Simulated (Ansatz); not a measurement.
# NH (triplet): RPA-PBE over a scan of the distance N1–H2, aug-cc-pVDZ

Aim: run NH (triplet) with these functionals over a scan of the distance N1–H2, and hold them against the top wave-function level at the same points.

Computed with Ansatz 0.2.0, Gaussian basis. Level: aug-cc-pVDZ, all electrons in the functionals, frozen cores in the correlation of double hybrids and RPA.

To be run: RPA-PBE, at 0.830 Å; 0.947 Å; 1.040 Å; 1.153 Å; 1.294 Å; 1.407 Å; 1.626 Å; 1.952 Å; 2.330 Å; 2.797 Å; 3.523 Å.

16 further runs of the same task are left out: 1 for a known fault of the program, 12 that didn't finish, 3 set aside as unsound or not needed.

## (1) The geometry

The geometry derives from a PBE0/def2-TZVP stationary point (not a proven minimum). One bond is set to the value named and the two fragments are kept rigid.

2 atoms, charge 0, spin multiplicity 3.

Atoms are counted from 1 here; the program's logs count them from 0.

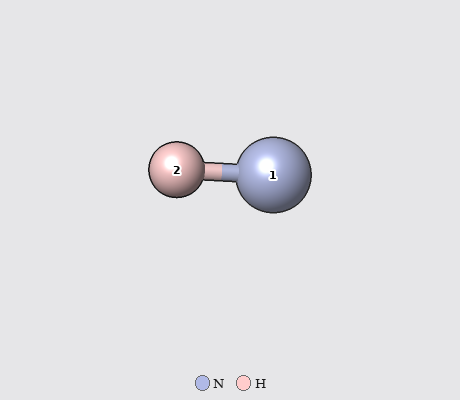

The geometry (nitrogen light blue, hydrogen pink); atoms are numbered from 1 in the order of the file.

No dispersion term is added.

The geometry shown and the zero of energy belong to the point 1.040 Å. The yardstick, FCI, and other wave-function levels (R restricted, U unrestricted, valence and pair active spaces) come from earlier runs.

## (2) RPA-PBE, 0.830 Å

File in.yaml:

```yaml
crystal:
  periodic: [false, false, false]
  atoms:
    - {symbol: N, position_ang: [0.000000, 0.000000, 0.000000]}
    - {symbol: H, position_ang: [0.000000, 0.000000, 0.830000]}
basis:
  gaussian: {orbitals: aug-cc-pVDZ}
magnetization: {spin_polarized: true, initial_magnetization: 2}
hamiltonian: {xc: {name: PBE}}
correlation: {method: rpa, electrons: outside_noble_gas}
```

On the command line:

```console
> ansatz run in.yaml --threads 1 --pin off --events-out ev --progress --plain --max-ram 2393MiB
```

The log of the run:

```text
Functional definition: PBE
  name "PBE"
  cite "Perdew, Burke & Ernzerhof, Phys. Rev. Lett. 77, 3865 (1996) doi:10.1103/PhysRevLett.77.3865"
  parent pbe
  parameter kappa = 0.804
  parameter beta = 0.06672455060314922
  exchange = pbe_x(kappa = kappa, mu = beta*pi^2/3)
  correlation = pbe_c(beta = beta)
313 factors; integrals over basis functions are off by at most 8.8e-4 eV
mean field evaluation 1: about -1497.6242 eV, gradient 2.0e1 eV
mean field evaluation 2: about -1497.6214 eV, gradient 2.0e1 eV
mean field evaluation 4: about -1499.4565 eV, gradient 1.1e0 eV
mean field evaluation 8: about -1499.4622 eV, gradient 1.4e-3 eV
mean field -1499.46217221 eV, -55.1042184567 hartree, gradient 4.7e-6 eV, S^2 2.004059; 0 other end points of the search recorded, 0 dependent functions left out
1 core orbitals not correlated: weight in the atoms' cores, before any rotation towards them, 1.000 or more for the frozen orbitals, at most 0.000 for the correlated occupied ones
reference -1494.42918499 eV, -54.9192595879 hartree; 4, 2 occupied and 27, 29 virtual orbitals, 313 factors
Total energy: -1499.95759970 eV, -55.1224250813 hartree
```

It took 0.57 s on 1 thread of Arm Neoverse N1, shared host.

From the report: ⟨S²⟩ of the determinant 2.004 (pure triplet: 2.00).

## (3) RPA-PBE, 0.947 Å

Edit in.yaml of step 2 so:

```diff
@@ -4,3 +4,3 @@
     - {symbol: N, position_ang: [0.000000, 0.000000, 0.000000]}
-    - {symbol: H, position_ang: [0.000000, 0.000000, 0.830000]}
+    - {symbol: H, position_ang: [0.000000, 0.000000, 0.947000]}
 basis:
```

The command is unchanged.

The log of the run:

```text
Functional definition: PBE
  name "PBE"
  cite "Perdew, Burke & Ernzerhof, Phys. Rev. Lett. 77, 3865 (1996) doi:10.1103/PhysRevLett.77.3865"
  parent pbe
  parameter kappa = 0.804
  parameter beta = 0.06672455060314922
  exchange = pbe_x(kappa = kappa, mu = beta*pi^2/3)
  correlation = pbe_c(beta = beta)
313 factors; integrals over basis functions are off by at most 1.3e-3 eV
mean field evaluation 1: about -1499.1847 eV, gradient 1.8e1 eV
mean field evaluation 2: about -1499.1826 eV, gradient 1.8e1 eV
mean field evaluation 4: about -1500.7090 eV, gradient 1.0e0 eV
mean field evaluation 8: about -1500.7147 eV, gradient 2.5e-3 eV
mean field -1500.71466185 eV, -55.1502466019 hartree, gradient 7.3e-6 eV, S^2 2.004423; 0 other end points of the search recorded, 0 dependent functions left out
1 core orbitals not correlated: weight in the atoms' cores, before any rotation towards them, 1.000 or more for the frozen orbitals, at most 0.000 for the correlated occupied ones
reference -1495.55050459 eV, -54.9604673232 hartree; 4, 2 occupied and 27, 29 virtual orbitals, 313 factors
Total energy: -1501.23225186 eV, -55.1692676842 hartree
```

It took 0.6 s on 1 thread of Arm Neoverse N1, shared host.

From the report: ⟨S²⟩ of the determinant 2.004 (pure triplet: 2.00).

## (4) RPA-PBE, 1.040 Å

Edit in.yaml of step 3 so:

```diff
@@ -4,3 +4,3 @@
     - {symbol: N, position_ang: [0.000000, 0.000000, 0.000000]}
-    - {symbol: H, position_ang: [0.000000, 0.000000, 0.947000]}
+    - {symbol: H, position_ang: [0.000000, 0.000000, 1.039652]}
 basis:
```

Same command.

The log of the run:

```text
Functional definition: PBE
  name "PBE"
  cite "Perdew, Burke & Ernzerhof, Phys. Rev. Lett. 77, 3865 (1996) doi:10.1103/PhysRevLett.77.3865"
  parent pbe
  parameter kappa = 0.804
  parameter beta = 0.06672455060314922
  exchange = pbe_x(kappa = kappa, mu = beta*pi^2/3)
  correlation = pbe_c(beta = beta)
315 factors; integrals over basis functions are off by at most 9.1e-4 eV
mean field evaluation 1: about -1499.5997 eV, gradient 1.7e1 eV
mean field evaluation 2: about -1499.5973 eV, gradient 1.7e1 eV
mean field evaluation 4: about -1500.9707 eV, gradient 1.1e0 eV
mean field evaluation 8: about -1500.9778 eV, gradient 3.9e-3 eV
mean field -1500.97782831 eV, -55.1599177912 hartree, gradient 7.5e-6 eV, S^2 2.004889; 0 other end points of the search recorded, 0 dependent functions left out
1 core orbitals not correlated: weight in the atoms' cores, before any rotation towards them, 1.000 or more for the frozen orbitals, at most 0.000 for the correlated occupied ones
reference -1495.69370862 eV, -54.9657299741 hartree; 4, 2 occupied and 27, 29 virtual orbitals, 315 factors
Total energy: -1501.49940135 eV, -55.1790852467 hartree
```

Wall time 0.6 s (1 thread of Arm Neoverse N1, shared host).

From the report: ⟨S²⟩ of the determinant 2.005 (pure triplet: 2.00).

## (5) RPA-PBE, 1.153 Å

Edit in.yaml of step 4 so:

```diff
@@ -4,3 +4,3 @@
     - {symbol: N, position_ang: [0.000000, 0.000000, 0.000000]}
-    - {symbol: H, position_ang: [0.000000, 0.000000, 1.039652]}
+    - {symbol: H, position_ang: [0.000000, 0.000000, 1.153000]}
 basis:
```

Same command.

The log of the run:

```text
Functional definition: PBE
  name "PBE"
  cite "Perdew, Burke & Ernzerhof, Phys. Rev. Lett. 77, 3865 (1996) doi:10.1103/PhysRevLett.77.3865"
  parent pbe
  parameter kappa = 0.804
  parameter beta = 0.06672455060314922
  exchange = pbe_x(kappa = kappa, mu = beta*pi^2/3)
  correlation = pbe_c(beta = beta)
315 factors; integrals over basis functions are off by at most 1.3e-3 eV
mean field evaluation 1: about -1499.5789 eV, gradient 1.6e1 eV
mean field evaluation 2: about -1499.5774 eV, gradient 1.6e1 eV
mean field evaluation 4: about -1500.8443 eV, gradient 1.3e0 eV
mean field evaluation 8: about -1500.8558 eV, gradient 7.0e-3 eV
mean field -1500.85580062 eV, -55.1554333562 hartree, gradient 5.9e-7 eV, S^2 2.005918; 0 other end points of the search recorded, 0 dependent functions left out
1 core orbitals not correlated: weight in the atoms' cores, before any rotation towards them, 1.000 or more for the frozen orbitals, at most 0.000 for the correlated occupied ones
reference -1495.41251561 eV, -54.9553963218 hartree; 4, 2 occupied and 27, 29 virtual orbitals, 315 factors
Total energy: -1501.37669585 eV, -55.1745759029 hartree
```

Wall time 0.6 s (1 thread of Arm Neoverse N1, shared host).

From the report: ⟨S²⟩ of the determinant 2.006 (pure triplet: 2.00).

From 1.040 Å: +2.8 kcal/mol.

## (6) RPA-PBE, 1.294 Å

Edit in.yaml of step 5 so:

```diff
@@ -4,3 +4,3 @@
     - {symbol: N, position_ang: [0.000000, 0.000000, 0.000000]}
-    - {symbol: H, position_ang: [0.000000, 0.000000, 1.153000]}
+    - {symbol: H, position_ang: [0.000000, 0.000000, 1.294000]}
 basis:
```

Same command.

The log of the run:

```text
Functional definition: PBE
  name "PBE"
  cite "Perdew, Burke & Ernzerhof, Phys. Rev. Lett. 77, 3865 (1996) doi:10.1103/PhysRevLett.77.3865"
  parent pbe
  parameter kappa = 0.804
  parameter beta = 0.06672455060314922
  exchange = pbe_x(kappa = kappa, mu = beta*pi^2/3)
  correlation = pbe_c(beta = beta)
315 factors; integrals over basis functions are off by at most 9.5e-4 eV
mean field evaluation 1: about -1499.1362 eV, gradient 1.5e1 eV
mean field evaluation 2: about -1499.1352 eV, gradient 1.5e1 eV
mean field evaluation 4: about -1500.3591 eV, gradient 1.8e0 eV
mean field evaluation 8: about -1500.3831 eV, gradient 1.7e-2 eV
mean field -1500.38311134 eV, -55.1380623457 hartree, gradient 1.8e-6 eV, S^2 2.008895; 0 other end points of the search recorded, 0 dependent functions left out
1 core orbitals not correlated: weight in the atoms' cores, before any rotation towards them, 1.000 or more for the frozen orbitals, at most 0.000 for the correlated occupied ones
reference -1494.73787160 eV, -54.9306036116 hartree; 4, 2 occupied and 27, 29 virtual orbitals, 315 factors
Total energy: -1500.90835453 eV, -55.1573646767 hartree
```

It took 0.63 s on 1 thread of Arm Neoverse N1, shared host.

From the report: ⟨S²⟩ of the determinant 2.009 (pure triplet: 2.00).

From 1.040 Å: +13.6 kcal/mol.

## (7) RPA-PBE, 1.407 Å

Edit in.yaml of step 6 so:

```diff
@@ -4,3 +4,3 @@
     - {symbol: N, position_ang: [0.000000, 0.000000, 0.000000]}
-    - {symbol: H, position_ang: [0.000000, 0.000000, 1.294000]}
+    - {symbol: H, position_ang: [0.000000, 0.000000, 1.407000]}
 basis:
```

The command is unchanged.

The log of the run:

```text
Functional definition: PBE
  name "PBE"
  cite "Perdew, Burke & Ernzerhof, Phys. Rev. Lett. 77, 3865 (1996) doi:10.1103/PhysRevLett.77.3865"
  parent pbe
  parameter kappa = 0.804
  parameter beta = 0.06672455060314922
  exchange = pbe_x(kappa = kappa, mu = beta*pi^2/3)
  correlation = pbe_c(beta = beta)
315 factors; integrals over basis functions are off by at most 1.0e-3 eV
mean field evaluation 1: about -1498.6165 eV, gradient 1.5e1 eV
mean field evaluation 2: about -1498.6162 eV, gradient 1.5e1 eV
mean field evaluation 4: about -1499.8611 eV, gradient 2.3e0 eV
mean field evaluation 8: about -1499.9054 eV, gradient 3.5e-2 eV
mean field -1499.90544323 eV, -55.1205083662 hartree, gradient 5.7e-6 eV, S^2 2.014650; 0 other end points of the search recorded, 0 dependent functions left out
1 core orbitals not correlated: weight in the atoms' cores, before any rotation towards them, 1.000 or more for the frozen orbitals, at most 0.000 for the correlated occupied ones
reference -1494.10912302 eV, -54.9074975274 hartree; 4, 2 occupied and 27, 29 virtual orbitals, 315 factors
Total energy: -1500.44489052 eV, -55.1403326884 hartree
```

Wall time 0.63 s (1 thread of Arm Neoverse N1, shared host).

From the report: ⟨S²⟩ of the determinant 2.015 (pure triplet: 2.00).

From 1.040 Å: +24.3 kcal/mol.

## (8) RPA-PBE, 1.626 Å

Edit in.yaml of step 7 so:

```diff
@@ -4,3 +4,3 @@
     - {symbol: N, position_ang: [0.000000, 0.000000, 0.000000]}
-    - {symbol: H, position_ang: [0.000000, 0.000000, 1.407000]}
+    - {symbol: H, position_ang: [0.000000, 0.000000, 1.626000]}
 basis:
```

Same command.

The log of the run (excerpt; [...] marks lines left out):

```text
Functional definition: PBE
  name "PBE"
  cite "Perdew, Burke & Ernzerhof, Phys. Rev. Lett. 77, 3865 (1996) doi:10.1103/PhysRevLett.77.3865"
  parent pbe
[...]
313 factors; integrals over basis functions are off by at most 1.3e-3 eV
[...]
mean field -1498.96884932 eV, -55.0860891750 hartree, gradient 2.4e-6 eV, S^2 2.058025; 0 other end points of the search recorded, 0 dependent functions left out
1 core orbitals not correlated: weight in the atoms' cores, before any rotation towards them, 1.000 or more for the frozen orbitals, at most 0.000 for the correlated occupied ones
reference -1492.99283200 eV, -54.8664745893 hartree; 4, 2 occupied and 27, 29 virtual orbitals, 313 factors
Total energy: -1499.56095105 eV, -55.1078485123 hartree
```

Run time: 0.69 s. Hardware: 1 thread of Arm Neoverse N1, shared host.

From the report: ⟨S²⟩ of the determinant 2.058 (pure triplet: 2.00).

From 1.040 Å: +44.7 kcal/mol.

## (9) RPA-PBE, 1.952 Å

Edit in.yaml of step 8 so:

```diff
@@ -4,3 +4,3 @@
     - {symbol: N, position_ang: [0.000000, 0.000000, 0.000000]}
-    - {symbol: H, position_ang: [0.000000, 0.000000, 1.626000]}
+    - {symbol: H, position_ang: [0.000000, 0.000000, 1.952000]}
 basis:
```

Same command.

The log of the run (excerpt; [...] marks lines left out):

```text
Functional definition: PBE
  name "PBE"
  cite "Perdew, Burke & Ernzerhof, Phys. Rev. Lett. 77, 3865 (1996) doi:10.1103/PhysRevLett.77.3865"
  parent pbe
[...]
313 factors; integrals over basis functions are off by at most 8.3e-4 eV
[...]
mean field -1497.94442820 eV, -55.0484423931 hartree, gradient 5.4e-6 eV, S^2 2.417734; 0 other end points of the search recorded, 0 dependent functions left out
1 core orbitals not correlated: weight in the atoms' cores, before any rotation towards them, 1.000 or more for the frozen orbitals, at most 0.000 for the correlated occupied ones
reference -1492.70422660 eV, -54.8558685364 hartree; 4, 2 occupied and 27, 29 virtual orbitals, 313 factors
Total energy: -1498.58758710 eV, -55.0720780466 hartree
```

Wall time 0.75 s (1 thread of Arm Neoverse N1, shared host).

From the report: ⟨S²⟩ of the determinant 2.418 (pure triplet: 2.00).

From 1.040 Å: +67.1 kcal/mol.

## (10) RPA-PBE, 2.330 Å

Edit in.yaml of step 9 so:

```diff
@@ -4,3 +4,3 @@
     - {symbol: N, position_ang: [0.000000, 0.000000, 0.000000]}
-    - {symbol: H, position_ang: [0.000000, 0.000000, 1.952000]}
+    - {symbol: H, position_ang: [0.000000, 0.000000, 2.330000]}
 basis:
```

Launched as before.

The log of the run (excerpt; [...] marks lines left out):

```text
Functional definition: PBE
  name "PBE"
  cite "Perdew, Burke & Ernzerhof, Phys. Rev. Lett. 77, 3865 (1996) doi:10.1103/PhysRevLett.77.3865"
  parent pbe
[...]
313 factors; integrals over basis functions are off by at most 8.1e-4 eV
[...]
mean field -1497.45961182 eV, -55.0306257198 hartree, gradient 4.8e-7 eV, S^2 2.800113; 2 other end points of the search recorded, 0 dependent functions left out
1 core orbitals not correlated: weight in the atoms' cores, before any rotation towards them, 1.000 or more for the frozen orbitals, at most 0.000 for the correlated occupied ones
reference -1493.22779940 eV, -54.8751094820 hartree; 4, 2 occupied and 27, 29 virtual orbitals, 313 factors
Total energy: -1498.22921020 eV, -55.0589079386 hartree
```

Wall time 1.4 s (1 thread of Arm Neoverse N1, shared host).

From the report: ⟨S²⟩ of the determinant 2.800 (pure triplet: 2.00). The determinant is far from a pure spin state, so its energy mixes those of several spin states (harmless only where they are near-degenerate, as at dissociation).

From 1.040 Å: +75.4 kcal/mol.

## (11) RPA-PBE, 2.797 Å

Edit in.yaml of step 10 so:

```diff
@@ -4,3 +4,3 @@
     - {symbol: N, position_ang: [0.000000, 0.000000, 0.000000]}
-    - {symbol: H, position_ang: [0.000000, 0.000000, 2.330000]}
+    - {symbol: H, position_ang: [0.000000, 0.000000, 2.797000]}
 basis:
```

The command is unchanged.

The log of the run (excerpt; [...] marks lines left out):

```text
Functional definition: PBE
  name "PBE"
  cite "Perdew, Burke & Ernzerhof, Phys. Rev. Lett. 77, 3865 (1996) doi:10.1103/PhysRevLett.77.3865"
  parent pbe
[...]
313 factors; integrals over basis functions are off by at most 7.2e-4 eV
[...]
mean field -1497.28618788 eV, -55.0242525074 hartree, gradient 2.7e-6 eV, S^2 2.949364; 2 other end points of the search recorded, 0 dependent functions left out
1 core orbitals not correlated: weight in the atoms' cores, before any rotation towards them, 1.000 or more for the frozen orbitals, at most 0.000 for the correlated occupied ones
reference -1493.48305922 eV, -54.8844901071 hartree; 4, 2 occupied and 27, 29 virtual orbitals, 313 factors
Total energy: -1498.19501198 eV, -55.0576511773 hartree
```

It took 1.4 s on 1 thread of Arm Neoverse N1, shared host.

From the report: ⟨S²⟩ of the determinant 2.949 (pure triplet: 2.00). The determinant is far from a pure spin state, so its energy mixes those of several spin states (harmless only where they are near-degenerate, as at dissociation).

From 1.040 Å: +76.2 kcal/mol.

## (12) RPA-PBE, 3.523 Å

Edit in.yaml of step 11 so:

```diff
@@ -4,3 +4,3 @@
     - {symbol: N, position_ang: [0.000000, 0.000000, 0.000000]}
-    - {symbol: H, position_ang: [0.000000, 0.000000, 2.797000]}
+    - {symbol: H, position_ang: [0.000000, 0.000000, 3.523000]}
 basis:
```

Same command.

The log of the run (excerpt; [...] marks lines left out):

```text
Functional definition: PBE
  name "PBE"
  cite "Perdew, Burke & Ernzerhof, Phys. Rev. Lett. 77, 3865 (1996) doi:10.1103/PhysRevLett.77.3865"
  parent pbe
[...]
313 factors; integrals over basis functions are off by at most 5.9e-4 eV
[...]
mean field -1497.23035865 eV, -55.0222008210 hartree, gradient 2.9e-6 eV, S^2 2.995846; 2 other end points of the search recorded, 0 dependent functions left out
1 core orbitals not correlated: weight in the atoms' cores, before any rotation towards them, 1.000 or more for the frozen orbitals, at most 0.000 for the correlated occupied ones
reference -1493.58599117 eV, -54.8882727867 hartree; 4, 2 occupied and 27, 29 virtual orbitals, 313 factors
Total energy: -1498.21622398 eV, -55.0584307037 hartree
```

It took 2 s on 1 thread of Arm Neoverse N1, shared host.

From the report: ⟨S²⟩ of the determinant 2.996 (pure triplet: 2.00). The determinant is far from a pure spin state, so its energy mixes those of several spin states (harmless only where they are near-degenerate, as at dissociation).

From 1.040 Å: +75.7 kcal/mol.

## (13) The comparison

The yardstick is full CI for this spin, exact in this basis with these frozen cores. It comes from earlier runs at the same points. Energies in kcal/mol, counted from 1.040 Å; blanks weren't run or aren't comparable.

| level | 0.830 Å | 0.947 Å | 1.040 Å | 1.153 Å | 1.294 Å | 1.407 Å | 1.626 Å | 1.952 Å | 2.330 Å | 2.797 Å | 3.523 Å |
| --- | --- | --- | --- | --- | --- | --- | --- | --- | --- | --- | --- |
| FCI | 34.5 | 5.7 | 0.0 | 3.3 | 14.4 | 25.0 | 44.2 | 62.8 | 71.4 | 74.2 | 74.9 |
| RPA-PBE | 35.6 | 6.2 | 0.0 | 2.8 | 13.6 | 24.3 | 44.7 | 67.1 | 75.4 | 76.2 | 75.7 |

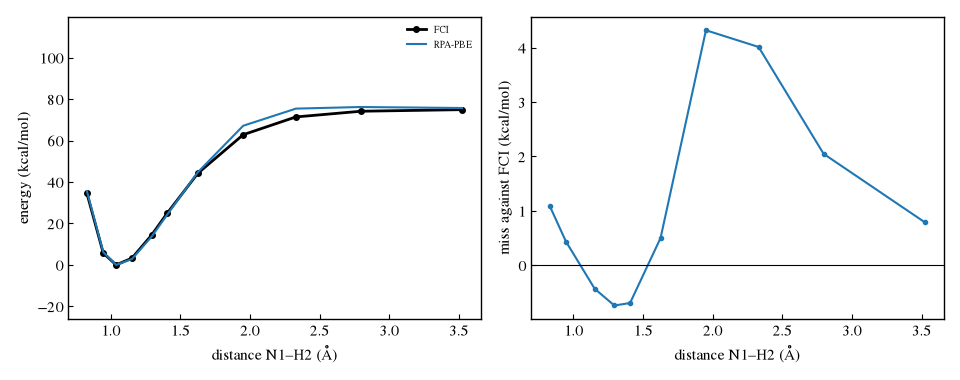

Left: the curves (the axis may cut off levels that run far away). Right: misses against FCI, in the same colours.

Largest miss and mean time a point (FCI took 94 s a point; shared hosts):

| level | largest miss (kcal/mol) | where | time a point |
| --- | --- | --- | --- |
| RPA-PBE | +4.3 | 1.952 Å | 0.89 s |

## (14) What came out

| quantity | value |
| --- | --- |
| span of the FCI curve | 74.9 kcal/mol |
| largest miss, RPA-PBE | +4.3 kcal/mol (1.952 Å) |

RPA-PBE strays by up to 4.3 kcal/mol, at 1.952 Å. RPA-PBE clearly breaks the spin symmetry at some points (⟨S²⟩ up to 1.00 above the pure value), so energy there is bought with a mixed spin. Functionals and the yardstick converge differently with the basis, so part of each miss in aug-cc-pVDZ is the basis.
